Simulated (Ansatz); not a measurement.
The compound is NbAuF₆ (space group I4/mmm, No. 139), taken as the end point of a relaxation (final pressure about 20 GPa) with DFT, PAW plane waves, r2scan in Ansatz 0.2.0; the starting structure was generated, so it need not be a known form of this composition.

```
Nb Au F
1.0
     5.59400    0.00000    0.00000
     0.00000    5.59400    0.00000
     0.00000    0.00000    8.53509
Nb Au F
2 2 12
Direct
  0.00000 0.00000 0.00000
  0.50000 0.50000 0.50000
  0.50000 0.50000 0.00000
  0.00000 0.00000 0.50000
  0.23332 0.23332 0.00000
  0.76668 0.23332 0.00000
  0.76668 0.76668 0.00000
  0.23332 0.76668 0.00000
  0.50000 0.50000 0.71974
  0.00000 0.00000 0.78026
  0.73332 0.73332 0.50000
  0.26668 0.73332 0.50000
  0.26668 0.26668 0.50000
  0.73332 0.26668 0.50000
  0.00000 0.00000 0.21974
  0.50000 0.50000 0.28026
```

Analyse the octahedral framework, with x, y, z the pseudocubic axes in the order of the Glazer symbol.

Nb and Au at the centres, F at the shared corners, nothing in the cavities: a perovskite-type framework of corner-sharing octahedra with the large cavities empty (ReO3 type).

The octahedra are not tilted (under 0.5° about every axis): a⁰a⁰a⁰.

Nb–F–Au angles along x: 180.0°; along y: 180.0°; along z: 180.0°.

Nb and Au are ordered in the rock-salt pattern: every octahedron is linked to six of the other kind.

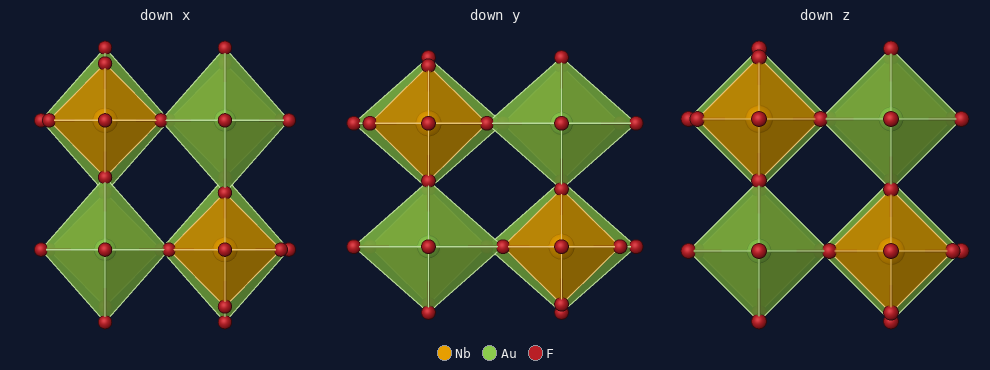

Blocks of 2 × 2 × 2 octahedra, seen down the three pseudocubic axes x, y and z (centre-to-centre directions).
